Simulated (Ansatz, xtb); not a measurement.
Ligand exchange: C5H12 + H2S → C4H10S + CH4

Species: C5H12 (neopentane) `CC(C)(C)C`, singlet; H2S (hydrogen sulfide) `S`, singlet; C4H10S (2-methyl-2-propanethiol) `CC(C)(C)S`, singlet; CH4 (methane) `C`, singlet. The partners trade CH3 for SH: C–CH3 and H–SH bonds give way to C–SH and H–CH3.

Shapes, held fixed at every level: PBE0-D4/def2-TZVP. Flexible molecules stand in one conformer, not always the lowest. Programs: Ansatz 0.2.0, xtb 6.7.1, xtb 6.7.1 later snapshot. Electronic energies: no zero-point or thermal term.

| level | kind | ΔE (kJ/mol) | less CCSD(T)/CBS estimate |
| --- | --- | --- | --- |
| GFN1-xTB | semi-empirical | +7.0 | +7.6 |
| HF/def2-SVP | Hartree–Fock | +9.8 | +10.4 |
| SPW92/def2-TZVPP | LDA | +0.2 | +0.8 |
| PBE-D4/def2-TZVPP | GGA | -5.3 | -4.7 |
| r2SCAN-D4/def2-TZVPP | meta-GGA | -3.3 | -2.7 |
| r2SCAN0-D4/def2-TZVPP | global hybrid | -1.0 | -0.4 |
| wB97M-V/def2-TZVPP | range-separated hybrid | 0.0 | +0.6 |
| CCSD/def2-TZVPP | coupled cluster or CI | +5.4 | +6.0 |
| CCSD(T)/CBS estimate | coupled cluster or CI | -0.6 | 0.0 |

The highest level, CCSD(T)/CBS estimate, gives ΔE = -0.6 kJ/mol; the levels span -5.3 to +9.8. That is about zero within the method's error. They disagree on the sign: 5 of 9 are positive. The column of differences is taken from that level and isn't an error. No measured value is set beside it here. The CBS estimate extrapolates MP2 from def2-TZVPP and def2-QZVPP and adds CCSD(T) − MP2 in the triple-zeta set, cores frozen.

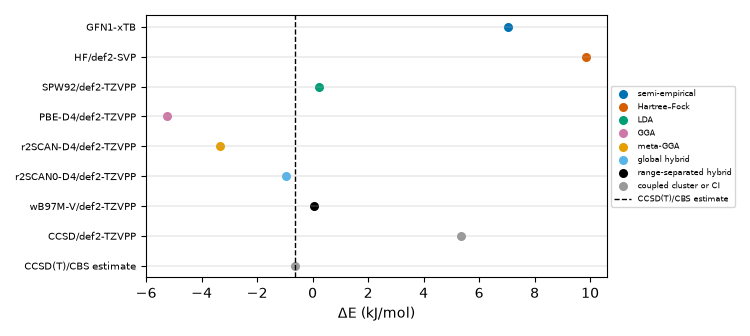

The values of the table, level by level.
